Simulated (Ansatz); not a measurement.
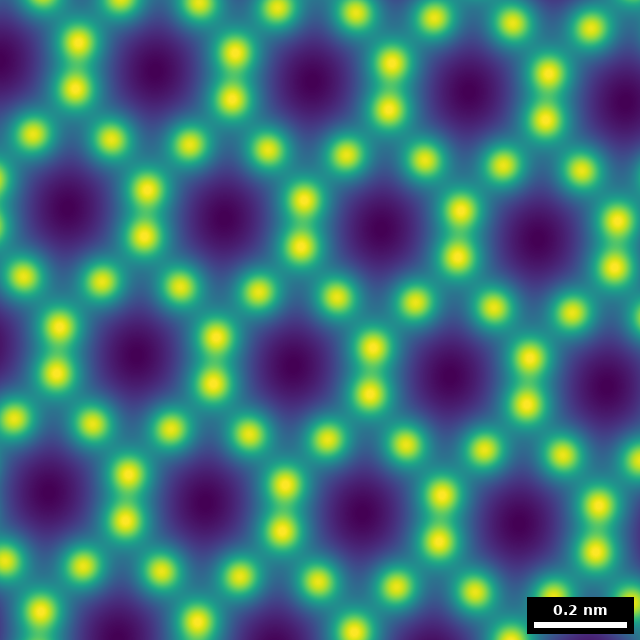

iDPC-like image of a crystal. Simulated as the projected potential of neutral atoms (B = 0.5 Å²) blurred by a 0.56 Å probe, the thin-sample limit of integrated differential phase contrast. The display is stretched by a gamma of 0.8; percentages refer to the linear signal.

### Measure the repeat of the pattern.

The pattern repeats on a centred rectangular net of 3.4 × 6.2 Å.

### What is the plane group of the image?

c2mm: perpendicular mirror lines on a centred net, with further twofold points between them.

### How many columns does the smallest repeating cell hold, and how many levels of brightness?

4 columns in the primitive cell of 10.7 Å², all of one brightness.

The crystal is La (P6_3/mmc, No. 194) seen along [101]. Model: the geometry given to an electronic-structure calculation, possibly off equilibrium.
